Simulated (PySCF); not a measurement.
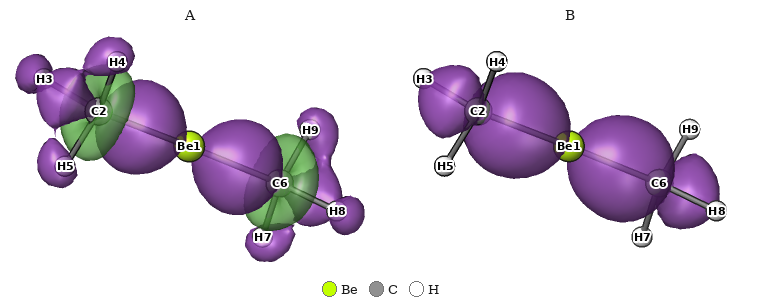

*BeMe2 (C2H6Be). The Fukui function f⁻ from two separate SCF calculations and the density of the HOMO, at ±0.05 e/Å³ (purple positive, green negative).*

Level of theory: PBE0/def2-SVPD (PySCF), at a geometry from GFN2-xTB. No frequency check shows the geometry to be a minimum. GFN2-xTB bond lengths at metals and heavier atoms can be off by up to 0.1 Å and shapes distorted, which carries into these values.

Cartesian coordinates (Å):

```
Be1      0.0004    0.0120    0.0000
C2       1.7253   -0.0027   -0.0001
H3       2.1700    0.6461    0.7553
H4       2.1700    0.3269   -0.9392
H5       2.1700   -0.9810    0.1845
C6      -1.7254   -0.0027   -0.0001
H7      -2.1702   -0.4081    0.9094
H8      -2.1702   -0.5873   -0.8056
H9      -2.1702    0.9876   -0.1032
```

Which panel is which, and how good is the frozen-orbital picture?

A is f⁻ (it has negative regions), B the HOMO density. The HOMO lies on C2 and C6 (30 % each) and Be1 (20 %); f⁻ (Hirshfeld-condensed) is largest on C2 and C6 (0.18 each) and Be1 (0.18); the vertical ionisation energy is 10.54 eV. Relaxation shifts 28 % of the electron between atoms. The orbital energy is −8.23 eV.

Cost of the run: 58 s on 1 thread of Intel(R) Xeon(R) 6975P-C (Granite Rapids), on a shared host, peak memory 0.51 GiB.
